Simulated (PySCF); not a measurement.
C8H9ClSi

```tsv
atom	x (Å)	y (Å)	z (Å)
C	5.2861	-0.5501	-0.9118
C	4.1413	-0.5594	-0.5437
C	2.8087	-0.5877	-0.1057
C	1.8846	0.2958	-0.5146
C	0.5057	0.3130	-0.0990
Cl	0.0018	-0.9365	1.0001
C	-0.4062	1.2097	-0.4903
Si	-2.1973	1.2094	0.0933
C	-3.0392	-0.3689	-0.5005
C	-3.7647	-1.1703	0.2626
H	6.2858	-0.5430	-1.2296
H	2.5543	-1.3720	0.5952
H	2.1604	1.0765	-1.2115
H	-0.0709	1.9775	-1.1732
H	-2.2447	1.2992	1.5556
H	-2.8415	2.3774	-0.5223
H	-2.9197	-0.6276	-1.5470
H	-3.9167	-0.9686	1.3108
H	-4.2377	-2.0652	-0.1141
```

Geometry: GFN2-xTB.

The calculation used PySCF, PBE0/pcSseg-1, SCF density, gas phase, non-relativistic.

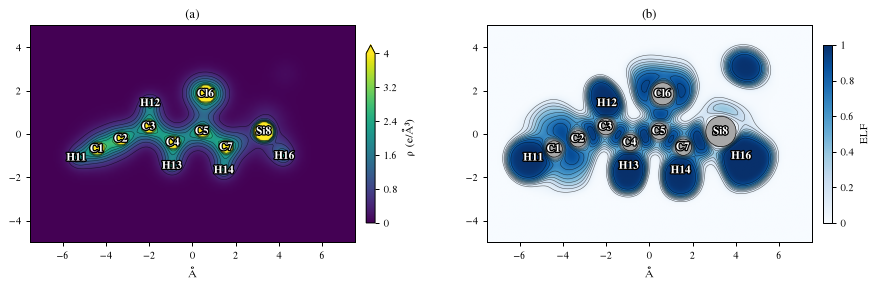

Figure 1. (a) electron density; (b) electron localisation function on the plane of atoms C5, C7 and H14. Grey discs cover the atomic cores in the ELF map.

Interpret the plot.

Answer. Atoms in the plane: C, Cl, Si and H. C–C (1.20 Å): the density is about 2.7 e/Å³ at the midpoint; the ELF peaks at about 0.85 between the atoms: a multiple bond. C–Cl (1.74 Å): ρ is about 1.4 e/Å³ halfway; the ELF peaks at about 0.90 between the atoms (a shared electron pair). C–Si (1.88 Å): ρ at the midpoint is about 0.93 e/Å³; the ELF peaks at about 0.95 between the atoms; a shared electron pair. C–H (1.05 Å): ρ at the midpoint is about 2.1 e/Å³; the ELF climbs to about 1 towards the hydrogen, as it does in any bond to H; an ordinary covalent bond to hydrogen. C–C (1.34 Å): ρ is about 2.2 e/Å³ halfway; the ELF peaks at about 0.95 between the atoms (a multiple bond). The ELF also peaks beside Cl6, away from the bonds: lone-pair regions.

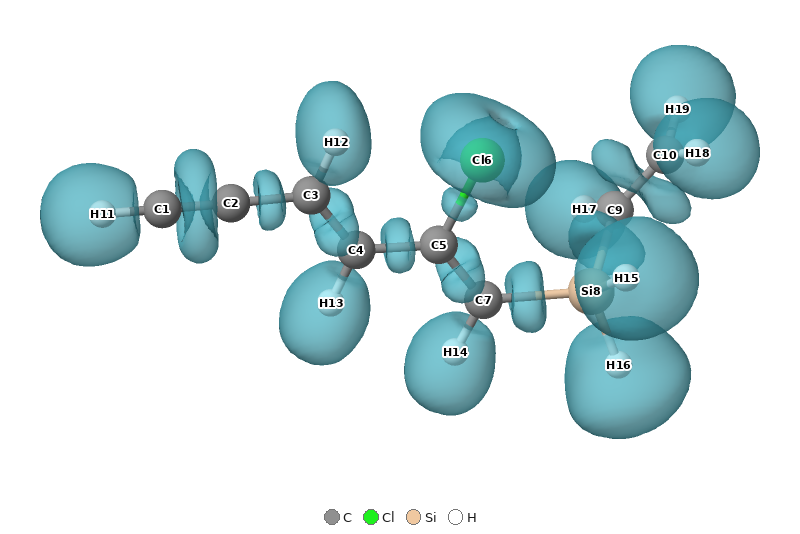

Figure 2. Isosurface of the electron localisation function at 0.8 (cyan), seen at a tilt. Core shells and regions of very low density are left out.

Describe the localisation domains.

Answer. The ELF exceeds this value in six regions between bonded C–C atoms (shared pairs), one region between bonded C–Cl atoms (shared pairs), two regions between bonded C–Si atoms (shared pairs), nine regions around hydrogen nuclei and one ring or bowl of non-bonding electrons around Cl.

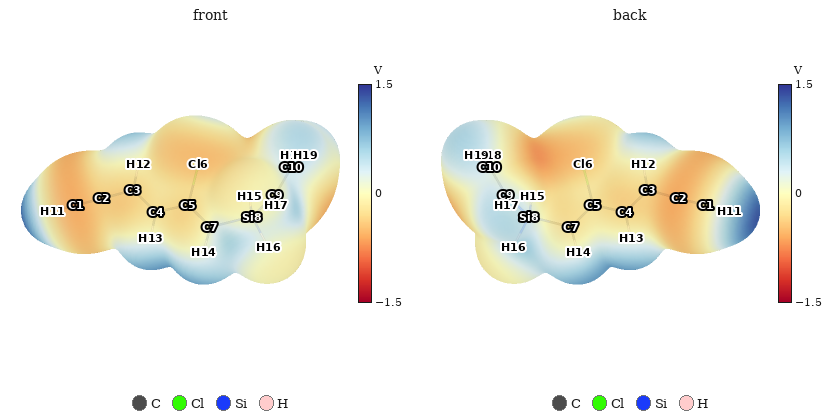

Figure 3. The electrostatic potential painted on the density surface at 0.001 e/bohr³, seen from the front and from behind; the colour scale runs from red (negative) to blue (positive).

Describe the electrostatic potential map.

Answer. The most negative region (about −0.7 V, or −16 kcal/mol for a unit charge) lies over Cl6, C9 and C10, the most positive (about +1.3 V, or +30 kcal/mol for a unit charge) over H11. Cl6 shows a σ-hole: about +0.2 V at the tip opposite its bond, against about −0.3 V, or −7 kcal/mol for a unit charge on its flanks.

What dipole moment does the calculation give?

Answer. Its dipole moment is 0.96 D.
